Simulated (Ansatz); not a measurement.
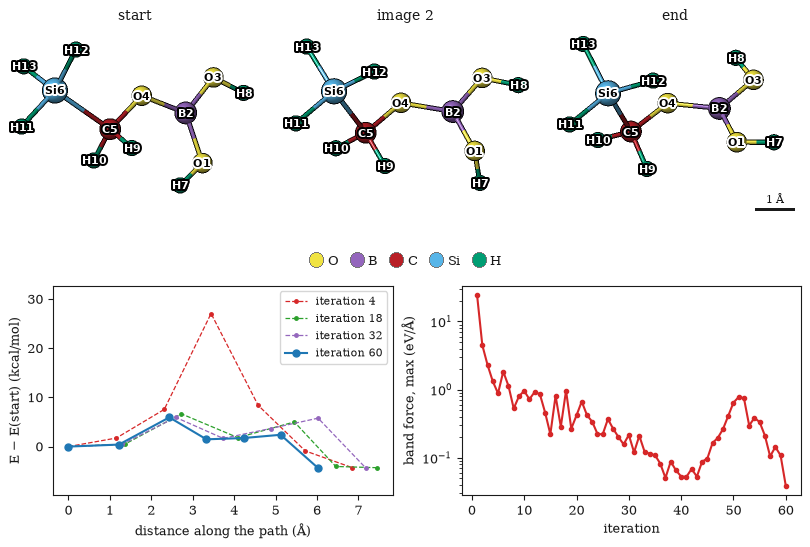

A search for the minimum-energy path of CH₇BO₃Si by the nudged elastic band. Images are numbered from 0 (start) to 6 (end). The plot follows the band through its iterations. The picture is a ball-and-stick view, seen at a tilt.

The calculation used RKS PBE0-D4/def2-SVP in Ansatz 0.2.0. Run with 5 movable images; climbing image; force threshold 0.03 eV/Å; iteration limit 60; starting path through a guess of the saddle point.

Q: Judge this run.

A: The result isn't final. The band hadn't converged when the run stopped after 60 iterations. The largest component of the band force went from 24 to 0.039 eV/Å. The barrier read from it is provisional, though the highest image hardly moved in the last two iterations. The first iteration put the highest image at 146.6 kcal/mol. The highest point, image 2, lies 5.9 kcal/mol above the start and 10.2 kcal/mol above the end; the end is at −4.3 kcal/mol relative to the start.

Cost: 13 min on 2 threads of Intel(R) Xeon(R) Platinum 8488C (Sapphire Rapids), on a shared host, peak memory 0.31 GiB.
